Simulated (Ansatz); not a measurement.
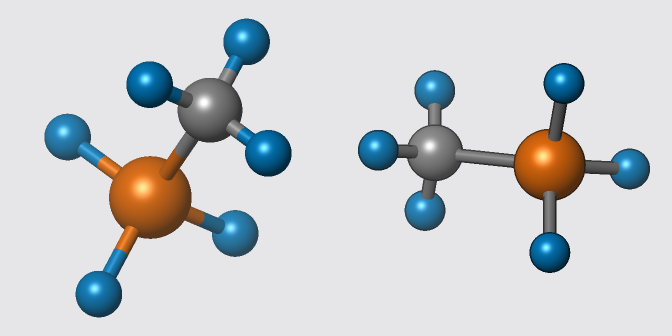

The same structure drawn twice, from different directions. Colours: germanium orange, hydrogen blue, carbon grey.

The computed structure is the end point of a PBE0-D4/def2-TZVP optimisation.

Identify the structure.

Formula CH6Ge. This geometry has C3v symmetry. Coordination: 1 Ge tetrahedral; 1 C tetrahedral.

The parts below concern this one geometry. Atoms keep their numbers from picture to picture.

**Vibrations**

Harmonic vibrations computed with RKS PBE0-D4/def2-TZVP (Ansatz 0.2.0) at a stationary point of the same level.

How many vibrational modes are there, and where do they lie?

18 modes: 165, 490, 490, 610, 842, 846, 846, 900, 900, 1267, 1458, 1458, 2147, 2148, 2148, 3066, 3157, 3157 cm⁻¹.

**Dipole moment**

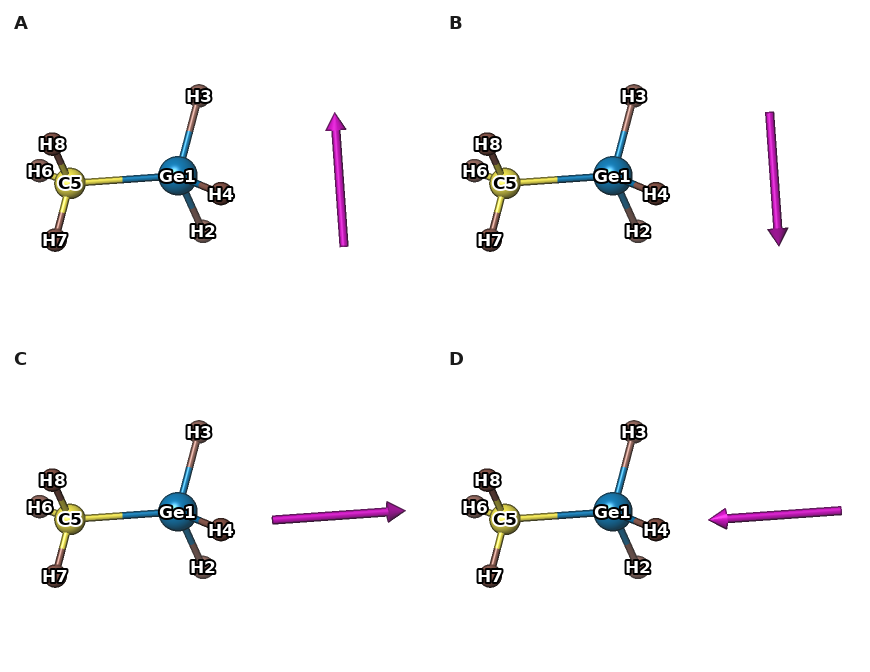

The same molecule four times, each with an arrow. Level of theory: RKS PBE0-D4/def2-TZVP (Ansatz 0.2.0).

Which arrow points along the dipole moment, from the negative to the positive end?

D. The dipole moment is 0.73 D; it points from the side of H2, H3, H4 to the side of H6, H7, H8 (the outermost atoms at the two ends).

**Charges**

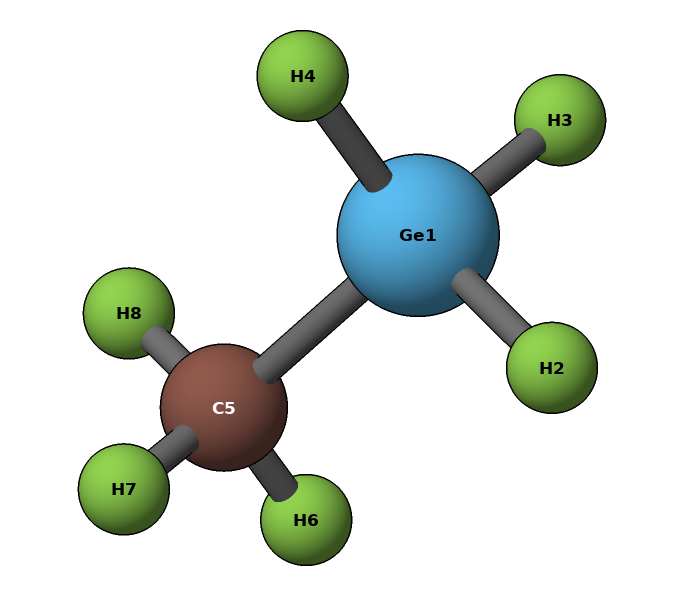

The questions are on Mulliken charges. Method: RKS PBE0-D4/def2-TZVP (Ansatz 0.2.0).

Which atom carries the highest charge (most positive or least negative)?

H6, H7, H8 (0.15 e).

And the lowest?

C5 (−0.50 e).

List the Mulliken charges.

```
atom  value (e)
 Ge1       0.09
  H2      −0.01
  H3      −0.01
  H4      −0.01
  C5      −0.50
  H6       0.15
  H7       0.15
  H8       0.15
```

Mulliken values depend strongly on the basis set and can even reverse the polarity of a bond.
